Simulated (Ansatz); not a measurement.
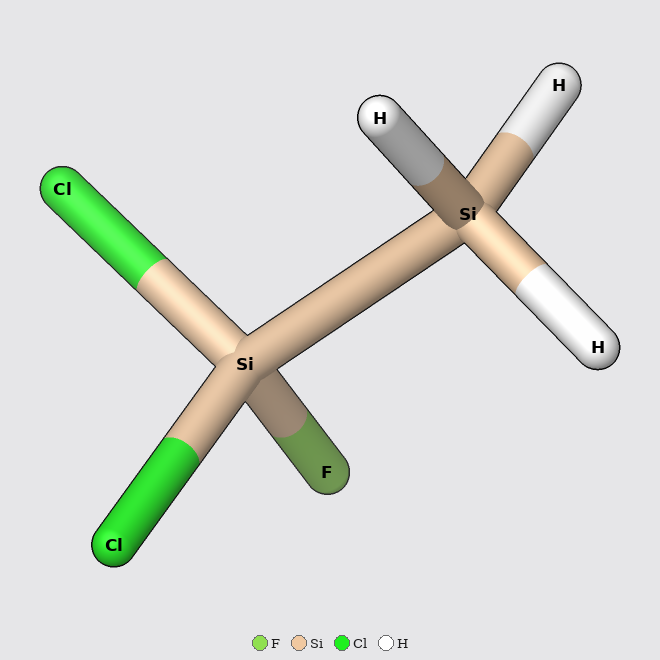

Rendered structure (stick style). Every bond is drawn as one stick, whatever its order.

Question: What is the molecular formula?

Answer: Cl₂FH₃Si₂, 8 atoms: 2 chlorine, 1 fluorine, 3 hydrogen and 2 silicon.

Question: Give a SMILES string for it.

Answer: F[Si]([SiH3])(Cl)Cl

Question: Which point group does it belong to?

Answer: Cs.

More results for the same structure follow; atom numbers are the same in all pictures, views and colours differ. The computed structure is the end point of a PBE0-D4/def2-TZVP optimisation.

**Electronic properties**

Method: RKS ωB97M-V/def2-QZVPP (Ansatz 0.2.0).

Computed properties:

- HOMO energy (Kohn–Sham orbital): −10.82 eV
- LUMO energy (Kohn–Sham orbital): 1.13 eV
- HOMO–LUMO gap: 11.96 eV

**Dipole moment**

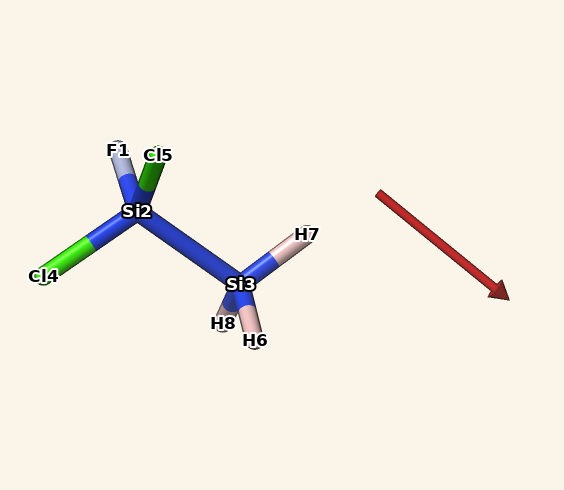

The arrow beside the molecule shows the direction of the dipole moment, from the negative to the positive end (its length means nothing). Method: RKS PBE0-D4/def2-TZVP (Ansatz 0.2.0).

Question: Estimate the dipole moment.

Answer: 1.73 D; it points from the side of F1 to the side of H6 (the outermost atoms at the two ends).

**Charges**

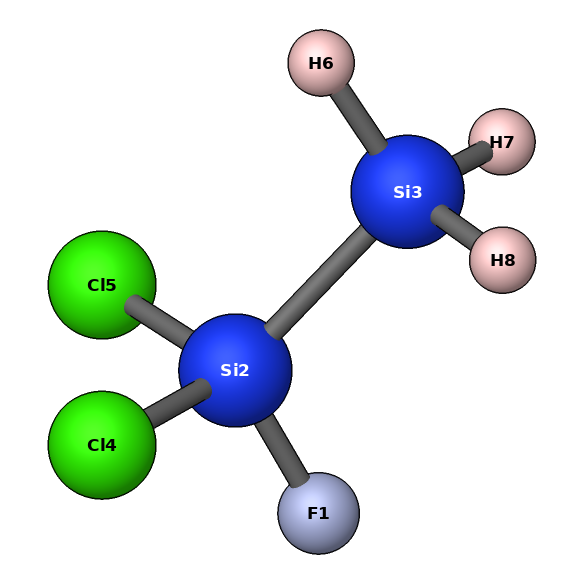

The questions are on Mulliken charges. Properties computed with RKS PBE0-D4/def2-TZVP (Ansatz 0.2.0).

List the Mulliken charges.

```tsv
atom	value (e)
F1	−0.27
Si2	0.65
Si3	−0.01
Cl4	−0.20
Cl5	−0.20
H6	0.01
H7	0.01
H8	0.01
```

Mulliken values depend strongly on the basis set and can even reverse the polarity of a bond.
